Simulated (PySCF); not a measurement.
**C4H7NPSi2 (doublet): density, localisation and related maps**

```xyz
15

C     1.7308    1.7211   -0.4121
C     1.5419    0.7406    0.2507
C     1.2472   -0.4482    1.0068
Si   -0.1697   -1.4596    0.1758
C     0.6307   -2.3827   -1.2407
N     1.1116   -2.9515   -2.1114
Si   -1.5878    0.0882   -0.8025
P    -2.3427    1.6227    0.6469
H     1.9470    2.5862   -0.9645
H     2.1517   -1.0532    1.0906
H     0.9457   -0.1625    2.0171
H    -0.4775   -2.5558    1.1200
H    -2.8349   -0.5344   -1.3071
H    -1.1321    2.2683    0.8166
H    -2.7664    2.5288   -0.3080
```

Geometry: GFN2-xTB.

These are results of UKS B3LYP, pcH-1 on C H N P Si, non-relativistic, mean-field spin-orbit, GIAO (PySCF), not measurements.

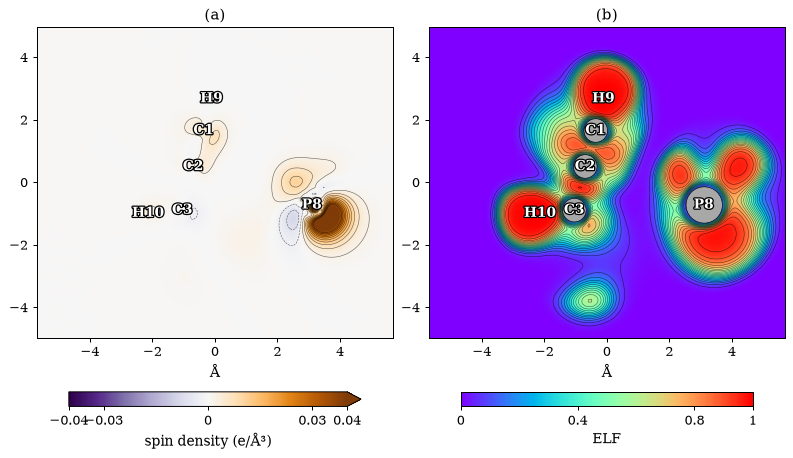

Figure 1. (a) spin density (α minus β); (b) ELF on the plane of atoms C2, C3 and H10. Grey discs cover the atomic cores in the ELF map.

**Describe what can be read from this map.**

The plane passes through C, P and H nuclei. C–C (1.20 Å): the ELF peaks at about 0.85 between the atoms: a short, multiple covalent bond. C–H (1.05 Å): the ELF climbs to about 1 towards the hydrogen, as it does in any bond to H: a covalent bond by its length. The ELF also peaks beside P8, away from the bonds: non-bonding electrons, paired or unpaired. The unpaired spin (1 electron) lies mostly on Si7 (about 0.7), P8 (about 0.1) and Si4 (about 0.1), in electrons by Hirshfeld's partition.

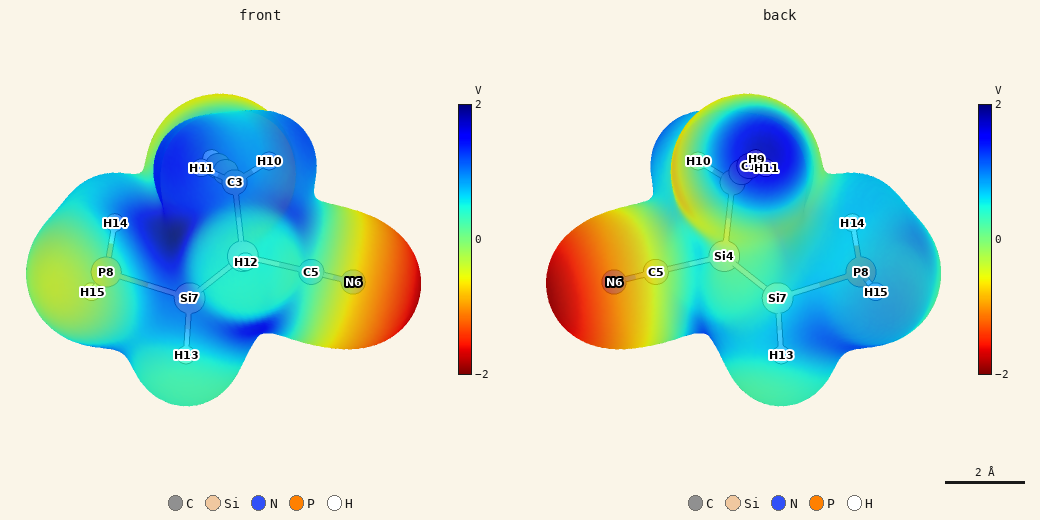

Figure 2. The electrostatic potential painted on the density surface at 0.002 e/bohr³, seen from the front and from behind; red is negative and blue positive.

**Describe the electrostatic potential map.**

The most negative region (about −1.8 V) lies over N6, the most positive (about +1.9 V) over Si4. N6 is the likeliest acceptor of a hydrogen bond.
